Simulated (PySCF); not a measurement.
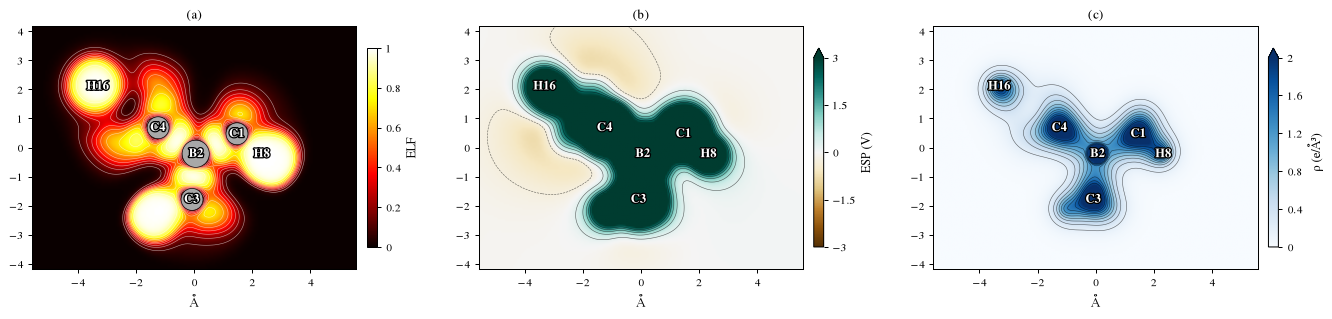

C₆H₁₁B. (a) ELF; (b) molecular electrostatic potential; (c) electron density on the plane of atoms C1, B2 and C4. Grey discs cover the atomic cores in the ELF map.

Geometry: GFN2-xTB.

These are results of PySCF 2.14.0, PBE0/pcSseg-1, SCF density, gas phase, non-relativistic, not measurements.

```xyz
18

C    -1.8932    1.2250    0.1367
B    -1.0081   -0.0781    0.2060
C    -1.6722   -1.5026    0.0884
C     0.5430    0.0504    0.4399
C     1.5659   -0.6290   -0.4285
C     2.7374    0.1984   -0.0064
C     1.4634    0.8516   -0.4390
H    -2.9378    1.0433   -0.1043
H    -1.5004    1.9392   -0.5851
H    -1.8652    1.7368    1.0986
H    -2.5937   -1.5759    0.6631
H    -1.9562   -1.6746   -0.9507
H    -1.0207   -2.3221    0.3814
H     0.7926    0.0742    1.5059
H     1.4685   -1.3808   -1.1818
H     3.0129    0.2248    1.0436
H     3.5877    0.2526   -0.6766
H     1.2672    1.5730   -1.2030
```

> Read the bonding off the picture.

Atoms in the plane: C, B and H. C–B (1.57 Å): ρ is about 1.4 e/Å³ halfway; the ELF peaks at about 1 between the atoms: localised, covalent bonding. C–H (1.09 Å): ρ at the midpoint is about 1.9 e/Å³; the ELF climbs to about 1 towards the hydrogen, as it does in any bond to H: a covalent bond by its length. Outside the dense part of the molecule the potential is most negative (−0.8 V) near C5, which lies off the plane.
